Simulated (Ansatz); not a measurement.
## Lattice dynamics of PbO (model cell, started as layered BN type)

Wanted: vibrations and spectra of PbO (model cell, started as layered BN type); the cell is already relaxed. After the zone centre comes a 3×3×2 q mesh on a 9×9×4 k mesh.

Calculated with Ansatz 0.2.0; DFT PBEsol, scalar-relativistic, plane waves, PAW; PAW set soft_1.

The structure was built from a prototype and need not be the compound's stable phase.

## Step 1: Starting point

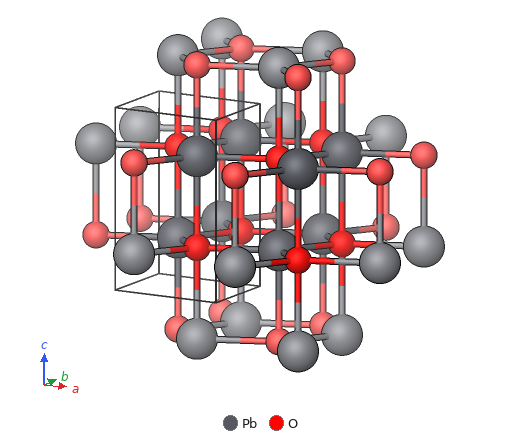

The cell as given, slightly off an axis (lead dark grey, oxygen red). 2×2×1 cells are drawn. Some periodic images of atoms are drawn too.

## Step 2: Zone-centre response

The cell comes from relaxations at this level that are not shown. The zone centre comes first: it holds the modes that light can see, as far as symmetry allows. The response to a homogeneous field gives the Born charges and the dielectric tensor, and its change with displacement the Raman tensors.

The input, input.yaml:

```yaml
crystal:
  lattice:
    - [4.2392552545, 2.9652e-06, 0.0]
    - [-2.1196301952, 3.671301261, 0.0]
    - [0.0, 0.0, 5.2432298645]
  atoms:
    - { symbol: Pb, position: [0.3333333333, 0.6666666667, 0.25] }
    - { symbol: Pb, position: [0.6666666667, 0.3333333333, 0.75] }
    - { symbol: O, position: [0.6666666667, 0.3333333333, 0.25] }
    - { symbol: O, position: [0.3333333333, 0.6666666667, 0.75] }
kpoints:
  mp_grid: { grid: [9, 9, 4] }
hamiltonian:
  xc: pbesol
  pseudopotentials: { kind: paw, azcp: { folder: soft_1 }, xc_functional: pbe }
scf:
  occupations: { method: fixed }
output:
  eigenvalues: true
phonons:
  method: dfpt
  dielectric: true
  rigid_motions: translations
  raman: true
```

Command:

```
$ ansatz run input.yaml --threads 4 --pin off --max-ram 10240MiB --backend cpu --events-out ev --progress --plain --runs-dir out
```

Numbers of over 12 decimals in the logs are rounded to 6 here.

Output:

```text
Engine: ansatz 0.2.0, aarch64-unknown-linux-gnu
Pseudopotentials: kind: paw
Pseudopotential: Pb, paw, valence charge 14, recommended cutoff 420 eV (normal), soft_1/Pb.paw.azcp
Pseudopotential: O, paw, valence charge 6, recommended cutoff 420 eV (normal), soft_1/O.paw.azcp
Functional definition: PBEsol
  exchange = pbesol_x
  correlation = pbesol_c
Crystal: 4 atoms, lattice volume = 81.603 Å³
Basis set: ecut = 420 eV, 1595 PW (Γ), exchange–correlation on 60×60×72 points (8 copies of the dense FFT grid, shifted against one another)
Bands: 24, of which v1, the nominal top of the filled ones, is band 20 counted from 1 (19 counted from 0)
Symmetry: 24 space group operations
k-points: 95 of 324 (irreducible under 2 space group operations, time reversal used)
Non-local potential: Pb, projectors of the file, l = 0: 2, l = 1: 2, l = 2: 2, l = 3: 1
Non-local potential: O, projectors of the file, l = 0: 2, l = 1: 2, l = 2: 1
PAW form: soft (Blöchl's): semilocal exchange-correlation on the pseudo side does not see the compensation charge
PAW frozen core: Pb, regenerated for the run's functional, and the local potential with it (the file was generated under x = pbe(κ = 0.804, μ = 0.219515), c = pbe(β = 0.066725))
PAW frozen core: O, regenerated for the run's functional, and the local potential with it (the file was generated under x = pbe(κ = 0.804, μ = 0.219515), c = pbe(β = 0.066725))
PAW one-centre angular grid: Pb, 590 points (default); XC on 64 Gauss nodes
PAW one-centre angular grid: O, 110 points (default); XC on 64 Gauss nodes
Initial density: superposition of atomic densities (chi_scale 0.1, normalization cell, long waves kept (reshape's long-wave potential 0.00 eV rms))
Initial wavefunctions: pseudopotential atomic-orbital guess
Functional: x = pbesol(κ = 0.804, μ = 0.123457), c = pbesol(β = 0.046)
SCF iter   1: F=—  HF=-24634.821767 eV  |F-HF|=—  |Δ(HF+E_count)|=         —  Δρ=3.20e-2  dr2=1.34e0  ethr=3.10e-3  ⟨swp⟩=5.0  Hψ=8633  notcnv=0  defer=171
preconditioner: auto → Resta (q_TF=auto, 2.423 Å⁻¹)  ε∞=3.9  [insulator: Δε(μ)=1.553 eV  Ē_g=15.229 eV  n_scr=22 (ndim 8)  ℏωp=26.0 eV  f_vac=0.007  ε∞_Penn≈3.9]
SCF iter   2: F=—  HF=-24634.599924 eV  |F-HF|=—  |Δ(HF+E_count)|=   2.22e-1  Δρ=2.37e-2  dr2=3.03e-1  ethr=3.10e-3  ⟨swp⟩=2.6  Hψ=4254  notcnv=0  defer=167
SCF iter   3: F=—  HF=-24634.560669 eV  |F-HF|=—  |Δ(HF+E_count)|=   3.93e-2  Δρ=1.01e-2  dr2=1.57e-1  ethr=7.57e-4  ⟨swp⟩=2.2  Hψ=3057  notcnv=0  defer=185
SCF iter   4: F=—  HF=-24634.539186 eV  |F-HF|=—  |Δ(HF+E_count)|=   2.15e-2  Δρ=2.28e-3  dr2=6.06e-3  ethr=3.94e-4  ⟨swp⟩=2.1  Hψ=2913  notcnv=0  defer=187
SCF iter   5: F=—  HF=-24634.541927 eV  |F-HF|=—  |Δ(HF+E_count)|=   2.74e-3  Δρ=8.60e-4  dr2=8.07e-4  ethr=1.52e-5  ⟨swp⟩=2.1  Hψ=3881  notcnv=0  defer=187
SCF iter   6: F=—  HF=-24634.543064 eV  |F-HF|=—  |Δ(HF+E_count)|=   1.14e-3  Δρ=1.75e-4  dr2=2.20e-5  ethr=2.02e-6  ⟨swp⟩=2.1  Hψ=3249  notcnv=0  defer=187
SCF iter   7: F=—  HF=-24634.543101 eV  |F-HF|=—  |Δ(HF+E_count)|=   3.66e-5  Δρ=2.71e-5  dr2=5.17e-7  ethr=5.51e-8  ⟨swp⟩=2.9  Hψ=4312  notcnv=0  defer=112
SCF iter   8: F=—  HF=-24634.543100 eV  |F-HF|=—  |Δ(HF+E_count)|=   1.21e-6  Δρ=3.92e-6  dr2=1.11e-8  ethr=1.29e-9  ⟨swp⟩=2.0  Hψ=3996  notcnv=0  defer=12
SCF iter   9: F=—  HF=-24634.543100 eV  |F-HF|=—  |Δ(HF+E_count)|=   2.46e-8  Δρ=1.05e-6  dr2=8.55e-10  ethr=2.77e-11  ⟨swp⟩=2.4  Hψ=4137  notcnv=0  defer=12
SCF iter  10: F=-24634.543100 eV  HF=-24634.543100 eV  |F-HF|=3.64e-11  |Δ(HF+E_count)|=   1.16e-9  Δρ=1.83e-7  dr2=2.00e-11  ethr=1.00e-12  ⟨swp⟩=9.3  Hψ=15342  notcnv=0
SCF 1 converged in 10 iterations: F = -24634.543100 eV  dr2 = 2.00e-11
  greatest PAW one-centre occupation: 0.983 electrons in one spin orbital (limit 2), on the Pb atom at site 1 (counted from 0), in its partial waves of l = 2
NSCF: frozen V_eff on 4 k-points
DFPT response loops at Γ: preconditioner auto → Resta (q_TF=auto, 2.423 Å⁻¹)  ε∞=7.1 (no band partly filled); β = 1.00, the filter's whole step (`scf.mixing.beta` (0.50) is not read by the response loops at its default; to damp them type it under 1.00, their step now; it binds the ground state too); Broyden in place of MSR1
── the response to a field inside a basis, on 12×12×8 k-points: an SCF that follows is theirs, and a resumed run solves both again ──
Bands: 21, of which v1, the nominal top of the filled ones, is band 20 counted from 1 (19 counted from 0)
k-points: 168
Initial density: handed on by an earlier stage of this run
Initial wavefunctions: pseudopotential atomic-orbital guess (no wavefunctions were taken with the density)
Eigensolver: Dense (168 Hₖ)
SCF iter   1: F=—  HF=-24634.547732 eV  |F-HF|=—  |Δ(HF+E_count)|=         —  Δρ=6.69e-4  dr2=2.02e-4  ethr=1.00e-1
preconditioner: auto → Resta (q_TF=auto, 2.423 Å⁻¹)  ε∞=4.7  [insulator: Δε(μ)=1.213 eV  Ē_g=13.523 eV  n_scr=22 (ndim 8)  ℏωp=26.0 eV  f_vac=0.092  ε∞_Penn≈4.7]
SCF iter   2: F=—  HF=-24634.547695 eV  |F-HF|=—  |Δ(HF+E_count)|=   3.74e-5  Δρ=3.85e-4  dr2=4.25e-5  ethr=5.04e-7
SCF iter   3: F=—  HF=-24634.547686 eV  |F-HF|=—  |Δ(HF+E_count)|=   8.25e-6  Δρ=1.64e-4  dr2=1.32e-5  ethr=1.06e-7
SCF iter   4: F=—  HF=-24634.547683 eV  |F-HF|=—  |Δ(HF+E_count)|=   3.00e-6  Δρ=1.82e-5  dr2=3.17e-7  ethr=3.30e-8
SCF iter   5: F=—  HF=-24634.547683 eV  |F-HF|=—  |Δ(HF+E_count)|=   2.97e-8  Δρ=2.88e-6  dr2=1.38e-8  ethr=7.92e-10
SCF iter   6: F=—  HF=-24634.547683 eV  |F-HF|=—  |Δ(HF+E_count)|=   1.01e-8  Δρ=1.17e-6  dr2=2.01e-9  ethr=3.45e-11
SCF iter   7: F=-24634.547683 eV  HF=-24634.547683 eV  |F-HF|=6.18e-11  |Δ(HF+E_count)|=   2.57e-9  Δρ=2.02e-7  dr2=3.52e-11  ethr=5.02e-12
SCF 1 converged in 7 iterations: F = -24634.547683 eV  dr2 = 3.52e-11
DFPT response loops at Γ: preconditioner auto → Resta (q_TF=auto, 2.423 Å⁻¹)  ε∞=7.0 (no band partly filled); β = 1.00, the filter's whole step (`scf.mixing.beta` (0.50) is not read by the response loops at its default; to damp them type it under 1.00, their step now; it binds the ground state too); Broyden in place of MSR1
DFPT response loops at Γ: mixed as the last ones told, above
WARN: field response: ε∞ stands inside a basis, on 12×12×8 points; the force constants stand on the 9×9×4 k-mesh, whose period is 9.51 times the interband length at k = (0.3333, 0.3333, -0.5000), direct gap 1.197 eV, under 14: take them and everything formed from them as unconverged, and compare with a denser kpoints.mp_grid
SCF converged after 10 iterations
Free energy (F): -24634.543100 eV
Harris-Foulkes:  -24634.543100 eV  (|F-HF|=3.64e-11)
Internal energy: -24634.543100 eV  (E = F + TS)
E sigma→0 (E₀):  -24634.543100 eV
Fermi energy:    8.807461 eV
--- Per-component energies (eV) ---
  E_band       = -110.217771
  E_kinetic    = 917.247361
  E_local      = -2872.122159  (includes V_loc(G=0)·N_el)
  E_nonlocal   = 719.465990
  E_hartree    = 1099.881323
  E_xc         = -551.628712
  E_vxc        = -459.475723  (∫ρ·V_xc dr)
  E_paw        = -20791.919603  (= ΣΔE_a)
  E_vpaw       = -615.097412  (= ΣTr[D̂ρ^β])
  E_aug_tail   = 0.001454  (compensation charges beyond the density's cutoff)
  E_ewald      = -3155.663670
  E_core_change = 0.194916  (= ΣΔE_core)
  E_smearing   = -0.000000  (= −TS)
  E_closure    = 0.000000  (closes the sum)
  Σ components = -24634.543100   (vs F -24634.543100, Δ=0.00e0)
--- Band table (eV; the first three rows and the last of 95) ---
  k-point 0: bands = [... 16 lower, 5.2983, 6.1487, 6.1715, 6.1715, 12.6429, 12.9015, 12.9015, 13.5961]
  k-point 1: bands = [... 16 lower, 5.4514, 6.0766, 6.0766, 6.7762, 12.1418, 12.8075, 12.8075, 13.2931]
  k-point 2: bands = [... 16 lower, 5.7929, 5.7929, 7.2590, 7.2590, 11.9917, 11.9917, 12.8660, 12.8660]
  k-point 94: bands = [... 16 lower, 6.2922, 6.2922, 8.2762, 8.2762, 10.1422, 10.1422, 12.5618, 12.5618]
--- Phonons (Γ-DFPT): 4 representative perturbations + reference, on 95 of 324 k-points (Σ response iterations 14) ---
  k mesh reduced under 2 symmetry operations, with k and −k counted as one. Each operation leaves every solved perturbation unchanged. A smaller set is not considered because the run solves the response to a homogeneous field
  ASR residual: 7.077e-5 → 0.000e0 eV/Å²; symmetrization residual: 1.266e-4 eV/Å²
  ASR residual per site (eV/Å²): 7.08e-5 7.08e-5 5.87e-5 5.87e-5
  Γ frequencies (cm⁻¹): -205.03 -127.48 0.00 0.00 0.00 57.94 57.94 102.21 217.86 217.86 247.42 247.42
  ε∞ (high-frequency dielectric tensor):
        8.279305     0.000000     0.000000
        0.000000     8.279305    -0.000000
        0.000000    -0.000000    10.681493
  softest optical mode at Γ: -205.03 cm⁻¹; the repairs (sum rule, projections) moved no ω² at Γ by more than (5.18 cm⁻¹)²
  Born effective charges Z* (e; rows j = field, columns β = displacement):
    site 0:
         2.41588    0.00000    0.00000
         0.00000    2.41588   -0.00000
         0.00000   -0.00000    3.59182
    site 1:
         2.41588    0.00000    0.00000
         0.00000    2.41588   -0.00000
         0.00000   -0.00000    3.59182
    site 2:
        -2.41588   -0.00000   -0.00000
        -0.00000   -2.41588    0.00000
        -0.00000    0.00000   -3.59182
    site 3:
        -2.41588   -0.00000   -0.00000
        -0.00000   -2.41588    0.00000
        -0.00000    0.00000   -3.59182
  Z* charge neutrality: 5.778e-2 e pre-enforcement
  solved inside a basis spanned on kpoints, on 12×12×8 k-points transformed towards the longest dipole: ε∞ is read to err by 4.8e-2, Z* by 6.9e-2 e (field_mesh: kpoints solves on kpoints); Z* is corrected for what the basis lacks
  Raman tensors (in the event stream and the table raman_tensors.tsv): an entry may err by 6.1e-2 Å², one of the second-order susceptibility by 1.1e-18 pm/V (basis, points and sum rule); their sum over the sites missed zero by 7.105e-15 Å² ahead of its enforcement
  optical modes at Γ without the LO–TO term, one row a degenerate level:
      ω (cm⁻¹)  modes    IR ((D/Å)²/amu)  static Raman (Å⁴/amu)  depolarisation
       -205.03      1             0.0000                 0.0000               —
       -127.48      1            40.0803                 0.0000               —
         57.94      2             0.0000                 8.2172           0.750
        102.21      1             0.0000                 0.0000               —
        217.86      2             0.0000               938.3073           0.750
        247.42      2            36.2646                 0.0000               —
  optical modes at Γ + LO–TO along q̂ = [1.0000, 0.0000, 0.0000]:
      ω (cm⁻¹)  modes    IR ((D/Å)²/amu)  static Raman (Å⁴/amu)  depolarisation
       -205.03      1             0.0000                 0.0000               —
       -127.48      1            40.0803                 0.0000               —
         57.94      2             0.0000                 8.2172           0.750
        102.21      1             0.0000                 0.0000               —
        217.86      2             0.0000               938.3073           0.750
        247.42      1            18.1323                 0.0000               —
        344.18      1            18.1323                 0.0000               —
  optical modes at Γ + LO–TO along q̂ = [0.0000, 1.0000, 0.0000]:
      ω (cm⁻¹)  modes    IR ((D/Å)²/amu)  static Raman (Å⁴/amu)  depolarisation
       -205.03      1             0.0000                 0.0000               —
       -127.48      1            40.0803                 0.0000               —
         57.94      2             0.0000                 8.2172           0.750
        102.21      1             0.0000                 0.0000               —
        217.86      2             0.0000               938.3073           0.750
        247.42      1            18.1323                 0.0000               —
        344.18      1            18.1323                 0.0000               —
  optical modes at Γ + LO–TO along q̂ = [0.0000, 0.0000, 1.0000]:
      ω (cm⁻¹)  modes    IR ((D/Å)²/amu)  static Raman (Å⁴/amu)  depolarisation
       -205.03      1             0.0000                 0.0000               —
         57.94      2             0.0000                 8.2172           0.750
        102.21      1             0.0000                 0.0000               —
        217.86      2             0.0000               938.3073           0.750
        247.42      2            36.2646                 0.0000               —
        286.05      1            40.0803                 0.0000               —
```

The job ended after 8.5 min (4 threads of Arm Neoverse V1, shared host; peak memory 2.6 GiB).

Reading the cycles: dr2 is the Hartree energy of the density residual (eV), the measure of convergence; HF is the Harris–Foulkes estimate of the energy, which meets the free energy F at convergence.

A gap read on the k-mesh alone can miss the band edges.

Numbers from this step:

```yaml
gap_on_the_k_mesh: 1.197 eV
volume_per_atom: 20.40 Å³
sum_rule_residual_before_enforcement: 7.08e-5 eV/Å²
miss_of_the_charge_sum_rule: 0.05778 e
estimated_error_of_the_dielectric_tensor: 0.04823
estimated_error_of_the_born_charges: 0.06863 e
point_group: 6/mmm
highest_optical_mode_at_the_zone_centre_no_lo_to_term: 247.4 cm⁻¹
lowest_optical_zone_centre_mode: -205.0 cm⁻¹
mean_high_frequency_dielectric_constant: 9.080
largest_born_charge_third_of_the_trace: 2.808 e
top_of_the_zone_centre_spectrum_with_the_field: 344.2 cm⁻¹
```

Without the LO-TO term. Patterns of degenerate modes are one choice out of their space. The modes at Γ (shares of kinetic energy by element, %) (negative means imaginary):

| mode | frequency (cm⁻¹) | symmetry | Pb % | O % |
| --- | --- | --- | --- | --- |
| 1 | -205.0 | B1g | 3 | 97 |
| 2 | -127.5 | A2u | 7 | 93 |
| 3 | 0.0 | acoustic | 93 | 7 |
| 4 | 0.0 | acoustic | 93 | 7 |
| 5 | 0.0 | acoustic | 93 | 7 |
| 6 | 57.9 | E2g | 90 | 10 |
| 7 | 57.9 | E2g | 90 | 10 |
| 8 | 102.2 | B1g | 97 | 3 |
| 9 | 217.9 | E2g | 10 | 90 |
| 10 | 217.9 | E2g | 10 | 90 |
| 11 | 247.4 | E1u | 7 | 93 |
| 12 | 247.4 | E1u | 7 | 93 |

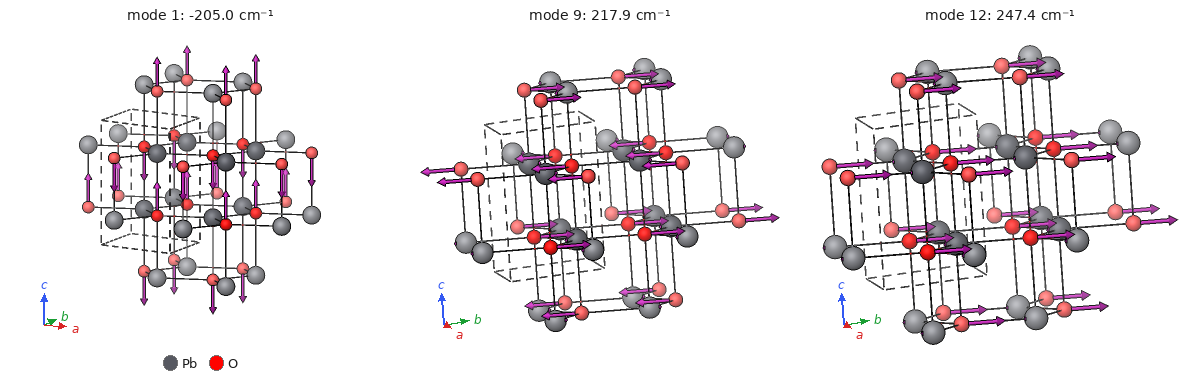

Displacement patterns of modes 1, 9 and 12 at Γ; arrows are exaggerated. 2×2×1 cells are drawn. Some periodic images of atoms are drawn too.

Optical modes at the zone centre, without and with the macroscopic field of the longitudinal modes; each column is sorted by frequency, so a row need not hold one and the same mode. Modes with and without the field, by row:

| rank among optical modes | no field (cm⁻¹) | q along (1, 0, 0) (cm⁻¹) | q along (0, 0, 1) (cm⁻¹) |
| --- | --- | --- | --- |
| 1 | -205 | -205 | -205 |
| 2 | -127.5 | -127.5 | 57.9 |
| 3 | 57.9 | 57.9 | 57.9 |
| 4 | 57.9 | 57.9 | 102.2 |
| 5 | 102.2 | 102.2 | 217.9 |
| 6 | 217.9 | 217.9 | 217.9 |
| 7 | 217.9 | 217.9 | 247.4 |
| 8 | 247.4 | 247.4 | 247.4 |
| 9 | 247.4 | 344.2 | 286.1 |

Born charge (rows field, columns displacement) (e), principal values of the symmetric part by kind of site:

| atom | atoms with these values | low | middle | high | mean |
| --- | --- | --- | --- | --- | --- |
| Pb1 | 2 | 2.42 | 2.42 | 3.59 | 2.81 |
| O3 | 2 | -3.59 | -2.42 | -2.42 | -2.81 |

In full for O3:

```
-2.42  0.00  0.00
 0.00 -2.42  0.00
 0.00  0.00 -3.59
```

High-frequency dielectric tensor:

```
 8.28  0.00  0.00
 0.00  8.28  0.00
 0.00  0.00 10.68
```

Transverse modes; imaginary modes are left out. Infrared lines, with heights relative to the strongest:

| position (cm⁻¹) | label | relative intensity |
| --- | --- | --- |
| 58 | E2g | 0.0 |
| 102 | B1g | 0.0 |
| 218 | E2g | 0.0 |
| 247 | E1u | 100 |

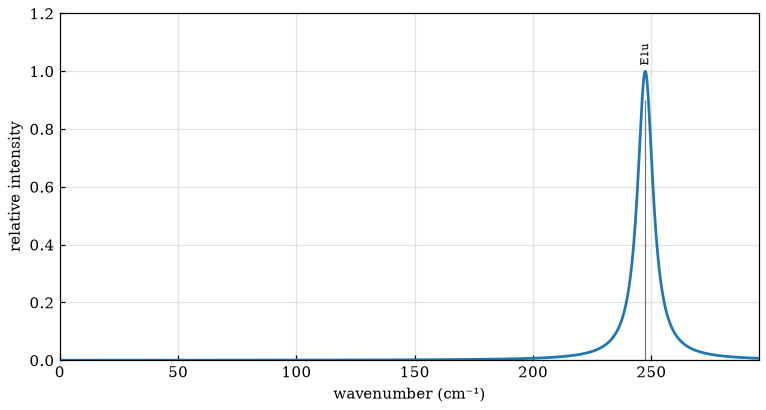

The infrared spectrum, broadened with Lorentzians of width 8 cm⁻¹; bars mark the lines.

Activity x (w_L - w)^4 (n + 1)/w, 532 nm, 300 K; imaginary modes are left out; the tensors are static ones, while 532 nm light lies above the computed direct gap, where resonance would change the heights; modes without the macroscopic field alone. Lines of the Raman spectrum (strongest = 100):

| position (cm⁻¹) | label | relative intensity |
| --- | --- | --- |
| 58 | E2g | 9.1 |
| 102 | B1g | 0.0 |
| 218 | E2g | 100 |
| 247 | E1u | 0.0 |

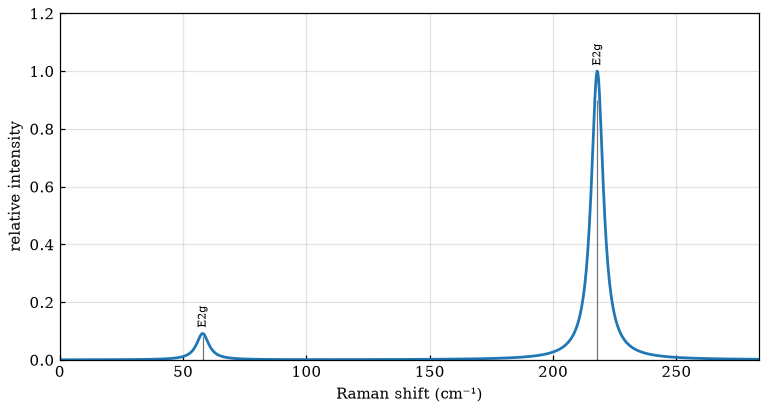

The Raman spectrum, broadened with Lorentzians of width 6 cm⁻¹; bars mark the lines.

Before it was imposed, the acoustic sum rule was missed by 7.1e-5 eV/Å² and the charge sum rule by 0.058 e. The charge miss is large and points to the mesh or the basis. The lowest optical mode is imaginary, 205.0i cm⁻¹, so the energy falls along it.

The log warns of the k mesh: “the force constants stand on the 9×9×4 k-mesh, whose period is 9.51 times the interband length at k = (0.3333, 0.3333, -0.5000), direct gap 1.197 eV, under 14: take them and everything formed from them as unconverged”.

(Part 1 of 2 ends here.)

[Logs are printed without paths, hosts, clocks, repeated set-up lines and the standing remarks that a program may print on its own settings, such as how far it seeks lower states.]

[Hosts, paths, dates, database ids (printed as entryN), source tags and the programs' standing remarks are cut or masked in the printed files.]
